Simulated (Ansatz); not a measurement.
**CHSi (doublet): inputs that go wrong at distance Si1–C2 = 2.320 Å**

4 inputs are run for CHSi (doublet) as typed; the log has to tell whether the result can be used and what must change.

Method: the settings change from run to run; program: Ansatz 0.2.0, Gaussian basis.

24 further runs of the same task are left out: 1 for a mislabelled method, 5 for a known fault of the program, 16 that didn't finish, 2 set aside as unsound or not needed.

## (1) What is computed

The geometry derives from a PBE0/def2-TZVP stationary point (not a proven minimum). One bond is set to the value named and the two fragments are kept rigid.

3 atoms, charge 0, spin multiplicity 2.

Atoms are counted from 1 here; the program's logs count them from 0.

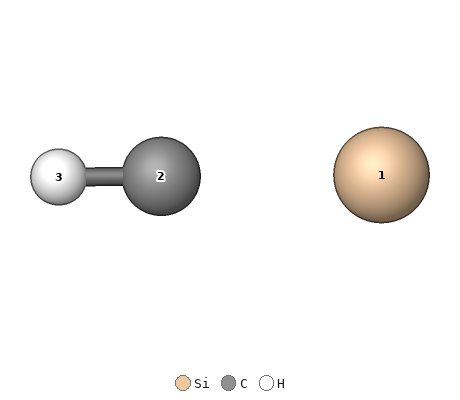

The geometry (silicon light orange, carbon grey, hydrogen white); atoms are numbered from 1 in the order of the file.

Coordinates:

```
Si    0.00000    0.00000   -1.90647
C     0.00000    0.00000    0.41353
H     0.00000    0.00000    1.49295
```

## (2) Input 1

Input file in.yaml:

```yaml
crystal:
  periodic: [false, false, false]
  atoms:
    - {symbol: Si, position_ang: [0.000000, 0.300000, 0.713526]}
    - {symbol: C, position_ang: [0.000000, 0.000000, 0.413526]}
    - {symbol: H, position_ang: [0.000000, 0.000000, 1.492949]}
basis:
  gaussian: {orbitals: def2-SVP}
magnetization: {spin_polarized: false, initial_magnetization: 1}
correlation: {active_space: {window: {electrons: 5, orbitals: 5}}}
accuracy: high
scf: {lower_state_search: off}
```

On the command line:

```bash
> ansatz run in.yaml --threads 1 --pin off --events-out ev --progress --plain --max-ram 2393MiB
```

What it wrote:

```text
Functional definition: HF
  name "HF"
  cite "Fock, Z. Phys. 61, 126 (1930) doi:10.1007/BF01340294"
  parent pbe
  exchange = exact_x
  correlation = 0
these checks for a lower state are left out or cut short: stability, starts, cluster_reference, orbital_swaps, neighbouring_geometries, increment
647 factors; integrals over basis functions are off by at most 3.9e-9 eV
mean field evaluation 1: about -8452.1603 eV, gradient 4.9e1 eV
mean field evaluation 2: about -8452.3178 eV, gradient 4.9e1 eV
mean field evaluation 4: about -8458.1952 eV, gradient 2.9e0 eV
mean field evaluation 8: about -8458.2481 eV, gradient 2.1e-2 eV
mean field -8458.24827025 eV, -310.8348907250 hartree, gradient 1.9e-8 eV, S^2 0.750000; 0 other end points of the search recorded, 0 dependent functions left out
reference -8458.24827025 eV, -310.8348907250 hartree; 11, 10 occupied and 26, 27 virtual orbitals, 647 factors
state -8459.19798986 eV, -310.8697922770 hartree
Total energy: -8459.19798986 eV, -310.8697922770 hartree
Checks for a lower state left out: stability, starts, cluster_reference, orbital_swaps, neighbouring_geometries, increment
```

It took 0.45 s on 1 thread of Intel Xeon Platinum 8488C, shared host.

What is wrong: The run converged, which proves nothing about the input. One atom lies on top of another. The shortest distance is 0.42 Å, against 1.08 Å in the geometry of step 1. Its energy belongs to another geometry. Fix: restore its position.

## (3) Input 2

Input file in.yaml:

```yaml
crystal:
  periodic: [false, false, false]
  atoms:
    - {symbol: Si, position_ang: [0.000000, 0.000000, -1.906474]}
    - {symbol: C, position_ang: [0.000000, 0.000000, 0.413526]}
    - {symbol: H, position_ang: [0.000000, 0.000000, 1.492949]}
basis:
  gaussian: {orbitals: 6-31G}
magnetization: {spin_polarized: false, initial_magnetization: 1}
correlation: {method: mp2, frozen_orbitals: {Si: 0}}
```

The command is unchanged.

What it wrote:

```text
Functional definition: HF
  name "HF"
  cite "Fock, Z. Phys. 61, 126 (1930) doi:10.1007/BF01340294"
  parent pbe
  exchange = exact_x
  correlation = 0
Error: "frozen_orbitals" has no count for C
```

Run time: 0.03 s. Hardware: 1 thread of Intel Xeon Platinum 8488C, shared host.

**Diagnosis.** The run was refused. The frozen-orbital counts are incomplete or too large. Cure: leave frozen_orbitals out, or give each element a count that its core has.

## (4) Input 3

Input file in.yaml:

```yaml
crystal:
  periodic: [false, false, false]
  atoms:
    - {symbol: Si, position_ang: [0.000000, 0.000000, -1.906474]}
    - {symbol: C, position_ang: [0.000000, 0.000000, 0.413526]}
    - {symbol: H, position_ang: [0.000000, 0.000000, 1.492949]}
basis:
  gaussian: {orbitals: 6-31G, fitting: {mean_field: def2-universal-jkfit}, point_charges: [{charge: -1.00, position_ang: [4.053, 0.816, 0.926]}]}
magnetization: {spin_polarized: false, initial_magnetization: 1}
correlation: {method: fic_mrcisd_q, electrons: all, active_space: {window: {electrons: 4, orbitals: 3}}}
scf: {lower_state_search: off}
```

The command is unchanged.

What it wrote:

```text
Functional definition: HF
  name "HF"
  cite "Fock, Z. Phys. 61, 126 (1930) doi:10.1007/BF01340294"
  parent pbe
  exchange = exact_x
  correlation = 0
these checks for a lower state are left out or cut short: stability, starts, cluster_reference, orbital_swaps, neighbouring_geometries, increment
221 factors; integrals over basis functions are off by at most 4.1e-2 eV
mean field evaluation 1: about -8898.9456 eV, gradient 1.4e1 eV
mean field evaluation 2: about -8897.5848 eV, gradient 2.4e1 eV
mean field evaluation 4: about -8899.9737 eV, gradient 6.2e-1 eV
mean field evaluation 8: about -8899.9656 eV, gradient 2.1e-1 eV
mean field -8900.70695297 eV, -327.0949474058 hartree, gradient 9.9e-7 eV, S^2 0.750000; 0 other end points of the search recorded, 0 dependent functions left out
reference -8900.70695297 eV, -327.0949474058 hartree; 11, 10 occupied and 13, 14 virtual orbitals, 221 factors
Error: 4 electrons in 3 orbitals form no window around the highest filled level of the reference
```

It took 0.09 s on 1 thread of Intel Xeon Platinum 8488C, shared host.

Diagnosis: The run stopped with an error. The active window can't be built from these electrons and orbitals. To mend it, choose counts that fit the spin, the electrons and the basis.

## (5) Input 4

Input file in.yaml:

```yaml
crystal:
  periodic: [false, false, false]
  atoms:
    - {symbol: Si, position_ang: [0.000000, 0.000000, -1.906474]}
    - {symbol: C, position_ang: [0.000000, 0.000000, 0.413526]}
    - {symbol: H, position_ang: [0.000000, 0.000000, 1.492949]}
basis:
  gaussian: {orbitals: 6-31G, fitting: {mean_field: def2-universal-jkfit}}
magnetization: {spin_polarized: false, initial_magnetization: 1}
correlation: {method: fic_mrcisd_q, electrons: outside_noble_gas}
scf: {lower_state_search: off}
```

Same command.

What it wrote:

```text
Error: this correlation method needs an active space: name one as the reference
```

Wall time 0.03 s (1 thread of Intel Xeon Platinum 8488C, shared host).

What is wrong: The run was refused. This method needs an active space and has none. Cure: add an active_space block.

## (6) Summary

```
input                 level                ended                                                               cause    time
    1  CASSCF(5,5)/def2-SVP            converged                                     one atom lies on top of another  0.45 s
    2     MP2 on ROHF/6-31G              refused               the frozen-orbital counts are incomplete or too large  0.03 s
    3   MRCISD+Q(4,3)/6-31G  stopped by an error  the active window can't be built from these electrons and orbitals  0.09 s
    4  'fic_mrcisd_q'/6-31G              refused                      this method needs an active space and has none  0.03 s
```

1 converged, 2 refused, 1 stopped by an error. The input that converges on a wrong geometry or spin is the dangerous one: no error points at it, so geometry and ⟨S²⟩ have to be checked.
